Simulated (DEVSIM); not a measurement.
Structure: CdS/CdTe n-p heterojunction, at 350 K.

| layer (left to right) | material | thickness (μm) | Nd (cm⁻³) | Na (cm⁻³) | τn (s) | τp (s) |
|---|---|---|---|---|---|---|
| 1 | CdS | 1.20 | 1.9e17 | - | 1.6e-9 | 1.6e-9 |
| 2 | CdTe | 4.10 | - | 3.7e17 | 1.6e-9 | 1.6e-9 |

Left contact: ohmic. Right contact: ohmic. Voltage is applied to the left contact. Recombination: SRH at mid-gap, radiative. Mobility is μmin + (μ − μmin)/(1 + (N/Nref)^α).

This is a model device: material constants are rounded textbook-type values typed into the input, and sizes, dopings and lifetimes were drawn at random. Values at 300 K; Nc and Nv go as T^1.5, mobilities as T to minus their exponent, the gap by Varshni's rule with the affinity fixed.

| parameter | CdS | CdTe |
|---|---|---|
| gap (eV) | 2.4 | 1.5 |
| affinity (eV) | 4.3 | 4.28 |
| permittivity | 9 | 10.2 |
| Nc (cm⁻³) | 2.2e18 | 8e17 |
| Nv (cm⁻³) | 1.8e19 | 1.8e19 |
| μn (cm²/Vs) | 300 | 1000 |
| μp (cm²/Vs) | 25 | 80 |
| μn,min | 30 | 100 |
| μp,min | 3 | 10 |
| Nref,n | 1e17 | 1e17 |
| Nref,p | 1e17 | 1e17 |
| αn | 0.6 | 0.6 |
| αp | 0.6 | 0.6 |
| T exponent of μn | 1.5 | 1.7 |
| T exponent of μp | 1.5 | 1.5 |
| B (cm³/s) | 1e-10 | 1e-10 |
| Varshni α (eV/K) | 0.00039 | 0.00031 |
| Varshni β (K) | 103 | 108 |

DEVSIM, 1D drift-diffusion, Boltzmann statistics, complete ionisation; no tunnelling, impact ionisation, image-force lowering or self-heating. Band offsets follow the typed affinities; no thermionic-emission limit at abrupt steps, no polarisation charge.

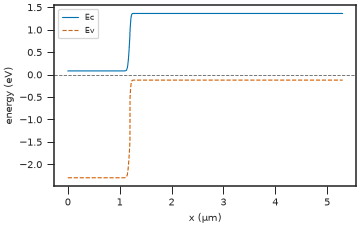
*Band edges at zero bias*

Energies count from the Fermi level of the right contact; mesh points crowd at the junctions.

```csv
x (μm),Ec (eV),Ev (eV),n (cm⁻³),p (cm⁻³),field (V/cm)
0.000,0.081,-2.301,1.9e17,< 1e2,≈ 0
0.007443,0.081,-2.301,1.9e17,< 1e2,≈ 0
0.02762,0.081,-2.301,1.9e17,< 1e2,≈ 0
0.07753,0.081,-2.301,1.9e17,< 1e2,≈ 0
0.2841,0.081,-2.301,1.9e17,< 1e2,≈ 0
0.7108,0.081,-2.301,1.9e17,< 1e2,≈ 0
1.010,0.081,-2.301,1.9e17,< 1e2,≈ 0
1.149,0.154,-2.228,1.7e16,< 1e2,59000
1.184,0.581,-1.800,1.2e10,< 1e2,190000
1.197,0.854,-1.528,1400000,< 1e2,240000
1.202,1.009,-0.476,3000,3.1e12,210000
1.221,1.276,-0.209,< 1e2,2.2e16,87000
1.260,1.361,-0.125,< 1e2,3.7e17,590
1.361,1.361,-0.124,< 1e2,3.7e17,≈ 0
1.808,1.361,-0.124,< 1e2,3.7e17,≈ 0
2.757,1.361,-0.124,< 1e2,3.7e17,≈ 0
4.234,1.361,-0.124,< 1e2,3.7e17,≈ 0
4.902,1.361,-0.124,< 1e2,3.7e17,≈ 0
5.191,1.361,-0.124,< 1e2,3.7e17,≈ 0
5.260,1.361,-0.124,< 1e2,3.7e17,≈ 0
5.288,1.361,-0.124,< 1e2,3.7e17,≈ 0
5.300,1.361,-0.124,< 1e2,3.7e17,≈ 0
```
